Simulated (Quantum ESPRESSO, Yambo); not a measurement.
# SiC (P6_3mc): a self-consistent loop beyond G0W0, cycle by cycle, part 2 of 2

Aim: iterate the self-energy on SiC (P6_3mc) and follow the gap from cycle to cycle.

Quantum ESPRESSO 7.5 and Yambo 5.3.0; PBE and many-body steps on it, plane waves. Known limits of the many-body steps: not at the basis limit; coarse k mesh.

So far. Step 5 (evGW0, cycle 1): Against G0W0 in Yambo (3×3×4 mesh, 180 bands, screening to 210.9 eV, Godby-Needs plasmon pole), the gap moves by +0.082 eV. Step 6 (evGW0, cycle 2): Against the cycle before, the gap moves by +0.010 eV.

**7. evGW, cycle 1**

This step: evGW on PBE, plane waves, norm-conserving pseudopotentials.

gw5.in reads:

```
HF_and_locXC
gw0
dyson
ppa
em1d
rim_cut
RandQpts= 1000000
RandGvec= 1 RL
EXXRLvcs= 74 Ry
VXCRLvcs= 296 Ry
Chimod= "HARTREE"
% BndsRnXp
 1 | 180 |
%
NGsBlkXp= 15.5 Ry
% LongDrXp
 1 | 1 | 1 |
%
% GbndRnge
 1 | 180 |
%
DysSolver= "n"
ExtendOut
PPAPntXp= 27.21138 eV
% QPkrange
 1 | 10 | 1 | 14 |
%
GfnQPdb= "E < ./gw2/ndb.QP"
XfnQPdb= "E < ./gw2/ndb.QP"
```

Started as:

```sh
$ OMP_NUM_THREADS=1 mpirun -n 4 yambo -F gw5.in -J gw5 -C gw5 > gw5.log
```

The log of the run:

```text
 Yambo, version 5.3.0

 [02] CORE Variables Setup
 =========================

  [... cell, symmetries and grids as in the set-up ...]

  [02.05] Energies & Occupations
  ==============================

  [X] === General ===
  [X] Electronic Temperature                        :  0.000000  0.000000 [eV K]
  [X] Bosonic    Temperature                        :  0.000000  0.000000 [eV K]
  [X] Finite Temperature mode                       : no
  [X] El. density                                   :  0.38765E+24 [cm-3]
[...]
Sx RL components                                 :  2997

   QP @ state[ 1 ] K range                          :   1  10
   QP @ state[ 1 ] b range                          :   1  14
   GF energies kind                                 : Perdew, Burke & Ernzerhof(X)+Perdew, Burke & Ernzerhof(C)+ E < ./gw2/ndb.QP + @E Fit
   GF WF`s kind                                     : Perdew, Burke & Ernzerhof(X)+Perdew, Burke & Ernzerhof(C)
   Xs energies kind                                 : Perdew, Burke & Ernzerhof(X)+Perdew, Burke & Ernzerhof(C)
   Xs WF`s kind                                     : Perdew, Burke & Ernzerhof(X)+Perdew, Burke & Ernzerhof(C)

 [15] Game Over & Game summary
```

The job ended after 15 min (4 MPI ranks of Arm Neoverse V1, shared host; peak memory 1.6 GiB; 61 min of CPU time).

Numbers from this step:

```
quasiparticle gap on the mesh                         : 3.217 eV
gap of the density functional on the mesh             : 2.275 eV
k of the valence top                                  : 0, 0, 0
k of the conduction bottom                            : 0.3333, 0.3333, 0
least direct quasiparticle gap on the computed points : 5.512 eV
```

Against G0W0 in Yambo (3×3×4 mesh, 180 bands, screening to 210.9 eV, Godby-Needs plasmon pole), the gap moves by +0.224 eV.

The program's own table gives 3.328 eV, which is too large where the input levels are shifted: this version takes Σc at the unshifted level E₀, yet steps from the shifted one. The value above is the Newton step from E₀, E₀ + Z(Σc + Σx − Vxc), rebuilt from the printed columns.

**8. evGW, cycle 2**

gw6.in, as its differences from gw5.in of step 7:

```diff
@@ -27,3 +27,3 @@
 %
-GfnQPdb= "E < ./gw2/ndb.QP"
-XfnQPdb= "E < ./gw2/ndb.QP"
+GfnQPdb= "E < ./gw5_fix/ndb.QP"
+XfnQPdb= "E < ./gw5_fix/ndb.QP"
```

Started as:

```sh
$ OMP_NUM_THREADS=1 mpirun -n 4 yambo -F gw6.in -J gw6 -C gw6 > gw6.log
```

The log of the run:

```text
 Yambo, version 5.3.0

 [02] CORE Variables Setup
 =========================

  [... cell, symmetries and grids as in the set-up ...]

  [02.05] Energies & Occupations
  ==============================

  [X] === General ===
  [X] Electronic Temperature                        :  0.000000  0.000000 [eV K]
  [X] Bosonic    Temperature                        :  0.000000  0.000000 [eV K]
  [X] Finite Temperature mode                       : no
  [X] El. density                                   :  0.38765E+24 [cm-3]
[...]
Sx RL components                                 :  2997

   QP @ state[ 1 ] K range                          :   1  10
   QP @ state[ 1 ] b range                          :   1  14
   GF energies kind                                 : Perdew, Burke & Ernzerhof(X)+Perdew, Burke & Ernzerhof(C)+ E < ./gw2/ndb.QP + @E Fit+ E < ./gw5_fix/
   GF WF`s kind                                     : Perdew, Burke & Ernzerhof(X)+Perdew, Burke & Ernzerhof(C)
   Xs energies kind                                 : Perdew, Burke & Ernzerhof(X)+Perdew, Burke & Ernzerhof(C)
   Xs WF`s kind                                     : Perdew, Burke & Ernzerhof(X)+Perdew, Burke & Ernzerhof(C)

 [15] Game Over & Game summary
```

Elapsed: 15 min, on 4 MPI ranks; peak memory 1.6 GiB.

Numbers from this step:

```yaml
quasiparticle_gap_on_the_mesh: 3.283 eV
gap_of_the_density_functional_on_the_mesh: 2.275 eV
k_of_the_valence_top: 0, 0, 0
k_of_the_conduction_bottom: 0.3333, 0.3333, 0
least_direct_quasiparticle_gap_on_the_computed_points: 5.594 eV
```

Against the cycle before, the gap moves by +0.066 eV.

The program's own table gives 3.423 eV, which is too large where the input levels are shifted: this version takes Σc at the unshifted level E₀, yet steps from the shifted one. The value above is the Newton step from E₀, E₀ + Z(Σc + Σx − Vxc), rebuilt from the printed columns.

**9. evGW, cycle 3**

gw7.in, as its differences from gw6.in of step 8:

```diff
@@ -27,3 +27,3 @@
 %
-GfnQPdb= "E < ./gw5_fix/ndb.QP"
-XfnQPdb= "E < ./gw5_fix/ndb.QP"
+GfnQPdb= "E < ./gw6_fix/ndb.QP"
+XfnQPdb= "E < ./gw6_fix/ndb.QP"
```

Started as:

```sh
$ OMP_NUM_THREADS=1 mpirun -n 4 yambo -F gw7.in -J gw7 -C gw7 > gw7.log
```

The log of the run:

```text
 Yambo, version 5.3.0

 [02] CORE Variables Setup
 =========================

  [... cell, symmetries and grids as in the set-up ...]

  [02.05] Energies & Occupations
  ==============================

  [X] === General ===
  [X] Electronic Temperature                        :  0.000000  0.000000 [eV K]
  [X] Bosonic    Temperature                        :  0.000000  0.000000 [eV K]
  [X] Finite Temperature mode                       : no
  [X] El. density                                   :  0.38765E+24 [cm-3]
[...]
Sx RL components                                 :  2997

   QP @ state[ 1 ] K range                          :   1  10
   QP @ state[ 1 ] b range                          :   1  14
   GF energies kind                                 : Perdew, Burke & Ernzerhof(X)+Perdew, Burke & Ernzerhof(C)+ E < ./gw2/ndb.QP + @E Fit+ E < ./gw5_fix/
   GF WF`s kind                                     : Perdew, Burke & Ernzerhof(X)+Perdew, Burke & Ernzerhof(C)
   Xs energies kind                                 : Perdew, Burke & Ernzerhof(X)+Perdew, Burke & Ernzerhof(C)
   Xs WF`s kind                                     : Perdew, Burke & Ernzerhof(X)+Perdew, Burke & Ernzerhof(C)

 [15] Game Over & Game summary
```

The job ended after 15 min (4 MPI ranks; peak memory 1.6 GiB).

This step gave:

| Item | Value |
| --- | --- |
| quasiparticle gap on the mesh | 3.303 eV |
| gap of the density functional on the mesh | 2.275 eV |
| k of the valence top | 0, 0, 0 |
| k of the conduction bottom | 0.3333, 0.3333, 0 |
| least direct quasiparticle gap on the computed points | 5.618 eV |

Against the cycle before, the gap moves by +0.020 eV.

The program's own table gives 3.451 eV, which is too large where the input levels are shifted: this version takes Σc at the unshifted level E₀, yet steps from the shifted one. The value above is the Newton step from E₀, E₀ + Z(Σc + Σx − Vxc), rebuilt from the printed columns.

**10. evGW, cycle 4**

gw8.in, as its differences from gw7.in of step 9:

```diff
@@ -27,3 +27,3 @@
 %
-GfnQPdb= "E < ./gw6_fix/ndb.QP"
-XfnQPdb= "E < ./gw6_fix/ndb.QP"
+GfnQPdb= "E < ./gw7_fix/ndb.QP"
+XfnQPdb= "E < ./gw7_fix/ndb.QP"
```

Started as:

```sh
$ OMP_NUM_THREADS=1 mpirun -n 4 yambo -F gw8.in -J gw8 -C gw8 > gw8.log
```

The log of the run:

```text
 Yambo, version 5.3.0

 [02] CORE Variables Setup
 =========================

  [... cell, symmetries and grids as in the set-up ...]

  [02.05] Energies & Occupations
  ==============================

  [X] === General ===
  [X] Electronic Temperature                        :  0.000000  0.000000 [eV K]
  [X] Bosonic    Temperature                        :  0.000000  0.000000 [eV K]
  [X] Finite Temperature mode                       : no
  [X] El. density                                   :  0.38765E+24 [cm-3]
[...]
Sx RL components                                 :  2997

   QP @ state[ 1 ] K range                          :   1  10
   QP @ state[ 1 ] b range                          :   1  14
   GF energies kind                                 : Perdew, Burke & Ernzerhof(X)+Perdew, Burke & Ernzerhof(C)+ E < ./gw2/ndb.QP + @E Fit+ E < ./gw5_fix/
   GF WF`s kind                                     : Perdew, Burke & Ernzerhof(X)+Perdew, Burke & Ernzerhof(C)
   Xs energies kind                                 : Perdew, Burke & Ernzerhof(X)+Perdew, Burke & Ernzerhof(C)
   Xs WF`s kind                                     : Perdew, Burke & Ernzerhof(X)+Perdew, Burke & Ernzerhof(C)

 [15] Game Over & Game summary
```

Run time: 15 min. Hardware: 4 MPI ranks; peak memory 1.6 GiB.

This step gave:

| Quantity | Value |
| --- | --- |
| quasiparticle gap on the mesh | 3.308 eV |
| gap of the density functional on the mesh | 2.275 eV |
| k of the valence top | 0, 0, 0 |
| k of the conduction bottom | 0.3333, 0.3333, 0 |
| least direct quasiparticle gap on the computed points | 5.625 eV |

Against the cycle before, the gap moves by +0.006 eV.

The program's own table gives 3.459 eV, which is too large where the input levels are shifted: this version takes Σc at the unshifted level E₀, yet steps from the shifted one. The value above is the Newton step from E₀, E₀ + Z(Σc + Σx − Vxc), rebuilt from the printed columns.

**11. Side by side**

Times are wall times on 4 MPI ranks of Arm Neoverse V1, shared host, good to a factor of about two.

| run | mesh | bands | screening cutoff (eV) | DFT gap (eV) | gap on the mesh (eV) | direct (eV) | time |
| --- | --- | --- | --- | --- | --- | --- | --- |
| G0W0 | 3×3×4 | 180 | 210.9 | 2.275 | 2.993 | 5.234 | 2.2 min |
| evGW0, cycle 1 | 3×3×4 | 180 | 210.9 | 2.275 | 3.075 | 5.354 | 14 min |
| evGW0, cycle 2 | 3×3×4 | 180 | 210.9 | 2.275 | 3.085 | 5.370 | 14 min |
| evGW, cycle 1 | 3×3×4 | 180 | 210.9 | 2.275 | 3.217 | 5.512 | 15 min |
| evGW, cycle 2 | 3×3×4 | 180 | 210.9 | 2.275 | 3.283 | 5.594 | 15 min |
| evGW, cycle 3 | 3×3×4 | 180 | 210.9 | 2.275 | 3.303 | 5.618 | 15 min |
| evGW, cycle 4 | 3×3×4 | 180 | 210.9 | 2.275 | 3.308 | 5.625 | 15 min |

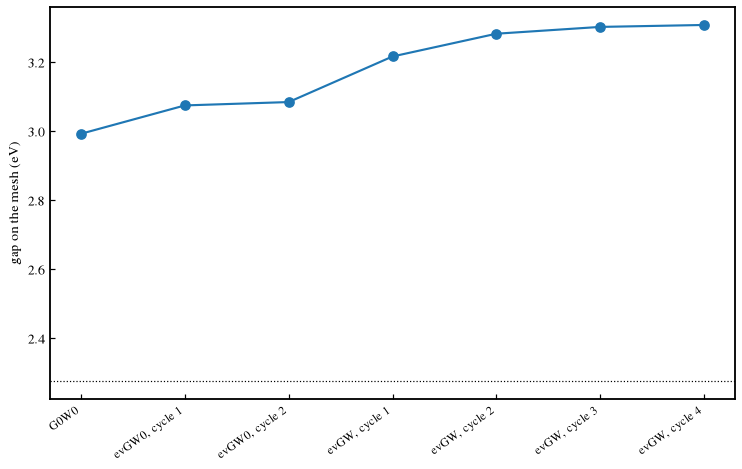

The gap through the cycles; the dotted line is the starting gap.

**12. Outcome**

```yaml
g0w0: 2.993 eV
evgw0_cycle_1: 3.075 eV
evgw0_cycle_2: 3.085 eV
evgw_cycle_1: 3.217 eV
evgw_cycle_2: 3.283 eV
evgw_cycle_3: 3.303 eV
evgw_cycle_4: 3.308 eV
known_limits: not at the basis limit; coarse k mesh
```

**Reading.** evGW0 ends at 3.08 eV, +0.09 eV from G0W0, after 2 cycles that took 28 min beside the first screening; the last moved the gap by 0.010 eV. evGW ends at 3.31 eV, +0.32 eV from G0W0, after 4 cycles that took 61 min beside the first screening; the last moved the gap by 0.006 eV. Against experiment, by evGW, cycle 4: the gap of 3.31 eV lies −0.02 eV from the measured 3.33 eV (kind not stated, quoted 2020). These are gaps on the mesh, at modest bands and cutoff. The calculation has static nuclei and no excitons; a measured gap holds zero-point and thermal motion, which mostly lowers it. Bands and cutoff are finite, so the gap is not at the basis limit. The miss can reach some tenths of an eV and take either sign; the mesh is an error of its own. The 3×3×4 mesh is coarse for this cell, which bears on the long-range parts of exchange and screening.

[Paths, hosts, dates, memory and timing lines, banners, echoed tables and standing remarks are left out of the program output.]

[Logs are printed without paths, hosts, clocks, repeated set-up lines and the standing remarks that a program may print on its own settings, such as how far it seeks lower states.]

[Runs of the session that timed out or met a known fault of the program may be left out.]

[Hosts, paths, dates, database ids (printed as entryN), source tags and the programs' standing remarks are cut or masked in the printed files.]
